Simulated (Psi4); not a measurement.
# CH4AlClO (SMILES C[O][AlH][Cl]): B3LYP/6-31G(d) (spherical functions)

What is the vertical ionisation energy of CH4AlClO at B3LYP/6-31G* (spherical functions)? Input form: a Python script.

The calculation is run with Psi4 1.11.

1 further run of the same task is left out (set aside as unsound or not needed).

## Step 1: The molecule

CH4AlClO: 8 atoms, total charge 0, spin state singlet. SMILES: `C[O][AlH][Cl]`. The coordinates come from a PBE0-D4/def2-TZVP relaxation. This is one conformer, not always the lowest.

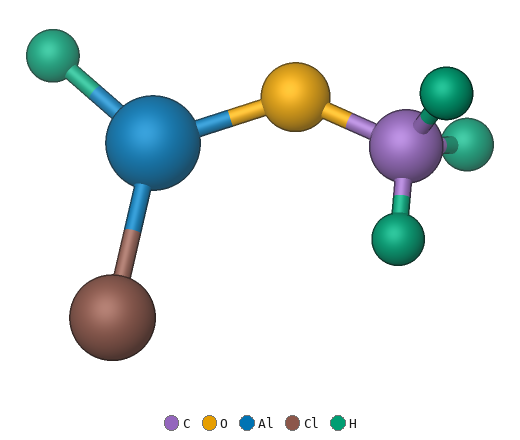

Viewed from a chosen angle; carbon purple, oxygen amber, aluminium blue, chlorine brown, hydrogen teal.

## Step 2: A single-point energy at B3LYP/6-31G(d) (spherical functions)

The input, run.py:

```python
import psi4

psi4.set_memory(2200000000)
psi4.set_num_threads(1)
psi4.set_output_file('psi4.out', False)

m = psi4.geometry("""
0 1
C      0.132200     1.250600     0.263000
O      0.645300     0.052000    -0.246000
Al     0.103400    -1.519700    -0.426600
Cl    -1.829000    -2.007800     0.224400
H      0.118400     2.012400    -0.522500
H     -0.886500     1.136200     0.650000
H      0.770200     1.612600     1.075000
H      1.038000    -2.593300    -1.072900
units angstrom
symmetry c1
no_reorient
no_com
""")

psi4.set_options({
    'puream': True,
    'e_convergence': 1e-09,
    'd_convergence': 1e-08,
    'scf_type': 'pk',
    'dft_radial_points': 99,
    'dft_spherical_points': 590,
})

e, wfn = psi4.energy('b3lyp/6-31G*', molecule=m, return_wfn=True)
psi4.oeprop(wfn, 'QUADRUPOLE', 'MAYER_INDICES', 'LOWDIN_CHARGES', title='B3LYP')
print(f'b3lyp/6-31G* energy: {e:.10f} Eh')
```

On the command line:

```bash
$ python run.py
```

psi4.out:

```text
[...]
  Running in c1 symmetry.
[...]
  Nuclear repulsion =  196.040773346777712
[...]
  Multiplicity = 1
[...]
  Nalpha       = 24
  Nbeta        = 24
[...]
    Number of basis functions: 72
[...]
   @RKS iter   1:  -818.22207945346702   -3.75191e-01   1.01353e-02 ADIIS/DIIS
[...]
   @RKS iter  12:  -818.46615365849937   -4.54747e-13   1.61076e-09 DIIS
[...]
    Orbital Energies [Eh]
    ---------------------
    Doubly Occupied:
       1A   -101.509612     2A    -56.069311     3A    -19.141027
       4A    -10.228897     5A     -9.443992     6A     -7.203008
       7A     -7.199495     8A     -7.198769     9A     -4.166186
      10A     -2.722240    11A     -2.718480    12A     -2.715203
      13A     -1.002217    14A     -0.809736    15A     -0.682586
      16A     -0.493092    17A     -0.451906    18A     -0.450039
      19A     -0.408051    20A     -0.349793    21A     -0.334352
      22A     -0.321821    23A     -0.301925    24A     -0.296642
[...]
  @RKS Final Energy:  -818.46615365849937
   => Energetics <=
    Nuclear Repulsion Energy =            196.0407733467777120
    One-Electron Energy =               -1520.5903556553444105
    Two-Electron Energy =                 556.5351057758382467
    DFT Exchange-Correlation Energy =     -50.4516771257709351
    Empirical Dispersion Energy =           0.0000000000000000
    VV10 Nonlocal Energy =                  0.0000000000000000
    Total Energy =                       -818.4661536584993655
[...]
 Multipole Moments:
 ------------------------------------------------------------------------------------
     Multipole            Electronic (a.u.)      Nuclear  (a.u.)        Total (a.u.)
 ------------------------------------------------------------------------------------
 L = 1.  Multiply by 2.5417464519 to convert [e a0] to [Debye]
 Dipole X            :         43.2518200          -42.9971275            0.2546925
 Dipole Y            :         83.2306928          -82.7722720            0.4584208
 Dipole Z            :          3.7771052           -3.7632006            0.0139046
 Magnitude           :                                                    0.5246059
 L = 2.  Multiply by 1.3450342976 to convert [e a0^2] to [Debye ang]
 Quadrupole XX       :       -256.0786868          224.6728220          -31.4058648
 Quadrupole XY       :       -214.6142924          212.2189958           -2.3952966
[...]
```

The script printed:

```text
b3lyp/6-31G* energy: -818.4661536585 Eh
```

Run time: 9 s. Hardware: 1 thread of Intel Xeon 6975P-C (Granite Rapids), shared host; peak memory 1 GiB.

## Step 3: The doublet cation: energy and forces at UB3LYP/6-31G(d) (spherical functions)

The input, job.py:

```python
import psi4

psi4.set_memory('2200 MB')
psi4.set_num_threads(1)
psi4.set_output_file('ch4alclo.out', False)

molecule = psi4.geometry("""
1 2
C
O 1 1.399641
Al 2 1.672278 1 136.49692
Cl 3 2.096715 2 118.94137 1 -0.00159
H 1 1.094322 2 109.86062 3 -120.25771
H 1 1.095722 5 108.32923 2 -123.03375
H 1 1.094272 5 108.04102 6 -117.15187
H 3 1.563265 2 119.76069 1 179.99979
units angstrom
symmetry c1
""")

psi4.set_options({
    'basis': '6-31G*',
    'reference': 'uks',
    'puream': True,
    'e_convergence': 1e-09,
    'd_convergence': 1e-08,
    'scf_type': 'pk',
    'dft_radial_points': 99,
    'dft_spherical_points': 590,
    'maxiter': 100,
})

e_tot, wfn = psi4.gradient('b3lyp', molecule=molecule, return_wfn=True)
psi4.oeprop(wfn, 'QUADRUPOLE', 'WIBERG_LOWDIN_INDICES', 'MAYER_INDICES', title='B3LYP')
print('gradient / Eh bohr^-1')
print(e_tot.np.round(6))
print(f'energy = {wfn.energy():.10f} Eh')
for k, v in sorted(psi4.core.scalar_variables().items()):
    print(f'{k:45s} {v:18.10f}')
```

On the command line:

```bash
$ python job.py
```

ch4alclo.out, shortened:

```text
[...]
  Running in c1 symmetry.
[...]
  Nuclear repulsion =  196.040747010060699
[...]
  Multiplicity = 2
[...]
  Nalpha       = 24
  Nbeta        = 23
[...]
    Number of basis functions: 72
[...]
   @UKS iter   1:  -817.80380861435651    4.30793e-02   9.85376e-03 DIIS/ADIIS
[...]
   @UKS iter  30:  -818.07717686418562   -1.85310e-11   9.38363e-09 DIIS
[...]
   @S^2 Observed:                7.572438084E-01
[...]
  @UKS Final Energy:  -818.07717686418562
   => Energetics <=
    Nuclear Repulsion Energy =            196.0407470100606986
    One-Electron Energy =               -1509.0407498082740858
    Two-Electron Energy =                 545.0839082233482031
    DFT Exchange-Correlation Energy =     -50.1610822893203547
    Empirical Dispersion Energy =           0.0000000000000000
    VV10 Nonlocal Energy =                  0.0000000000000000
    Total Energy =                       -818.0771768641856170
[...]
  -Total Gradient:
     Atom            X                  Y                   Z
    ------   -----------------  -----------------  -----------------
       1       -0.006085400815     0.028971144289    -0.005387457352
       2        0.002805198243    -0.041503800861     0.061594700045
       3        0.000076093109     0.037168956040    -0.062748884494
       4       -0.000107942286     0.003754968806     0.006653578655
       5       -0.003445008163    -0.013286445671    -0.000061166493
       6        0.001383351142     0.000241957338    -0.002604792433
       7        0.005800399289    -0.013897371965    -0.000832438581
       8       -0.000426478789    -0.001462195729     0.003396945459
[...]
 Multipole Moments:
 ------------------------------------------------------------------------------------
     Multipole            Electronic (a.u.)      Nuclear  (a.u.)        Total (a.u.)
[...]
```

Standard output:

```text
gradient / Eh bohr^-1
[[-6.0850e-03  2.8971e-02 -5.3870e-03]
 [ 2.8050e-03 -4.1504e-02  6.1595e-02]
 [ 7.6000e-05  3.7169e-02 -6.2749e-02]
 [-1.0800e-04  3.7550e-03  6.6540e-03]
 [-3.4450e-03 -1.3286e-02 -6.1000e-05]
 [ 1.3830e-03  2.4200e-04 -2.6050e-03]
 [ 5.8000e-03 -1.3897e-02 -8.3200e-04]
 [-4.2600e-04 -1.4620e-03  3.3970e-03]]
energy = -818.0771768642 Eh
CURRENT ENERGY                                   -818.0771768642
CURRENT REFERENCE ENERGY                         -818.0771768642
DD SOLVATION ENERGY                                 0.0000000000
DFT FUNCTIONAL TOTAL ENERGY                      -818.0771768642
DFT TOTAL ENERGY                                 -818.0771768642
DFT VV10 ENERGY                                     0.0000000000
DFT XC ENERGY                                     -50.1610822893
GRID ELECTRONS ALPHA                               24.0000002383
GRID ELECTRONS BETA                                23.0000002042
GRID ELECTRONS TOTAL                               47.0000004425
NUCLEAR REPULSION ENERGY                          196.0407470101
ONE-ELECTRON ENERGY                             -1509.0407498083
PCM POLARIZATION ENERGY                             0.0000000000
PE ENERGY                                           0.0000000000
SCF ITERATION ENERGY                             -818.0771768642
SCF ITERATIONS                                     30.0000000000
SCF TOTAL ENERGY                                 -818.0771768642
TWO-ELECTRON ENERGY                               545.0839082233
XC GRID RADIAL POINTS                              99.0000000000
XC GRID SPHERICAL POINTS                          590.0000000000
XC GRID TOTAL POINTS                           443941.0000000000
```

Wall time 31 s (1 thread of Intel Xeon 6975P-C (Granite Rapids), shared host); peak memory 1 GiB.

## Step 4: Summary of results

At B3LYP/6-31G* (spherical functions):

| quantity | value |
| --- | --- |
| singlet CH4AlClO: total energy | -818.46615 Eh |
| singlet CH4AlClO: dipole moment | 1.33 D |
| singlet CH4AlClO: HOMO energy | -8.07 eV |
| singlet CH4AlClO: LUMO energy | -0.85 eV |
| singlet CH4AlClO: HOMO–LUMO gap | 7.23 eV |
| doublet cation: total energy | -818.07718 Eh |
| doublet cation: HOMO energy (highest over α and β) | -14.17 eV |
| doublet cation: LUMO energy (lowest over α and β) | -13.02 eV |
| doublet cation: ⟨S²⟩ | 0.757 |
| doublet cation: largest force on an atom | 3.822 eV/Å |
| vertical ionisation energy (to the doublet cation) | 10.585 eV |

In words: Removing an electron at fixed nuclei costs 10.58 eV (244 kcal/mol). The negative HOMO energy of the first species, 8.07 eV, lies 2.51 eV below that difference.
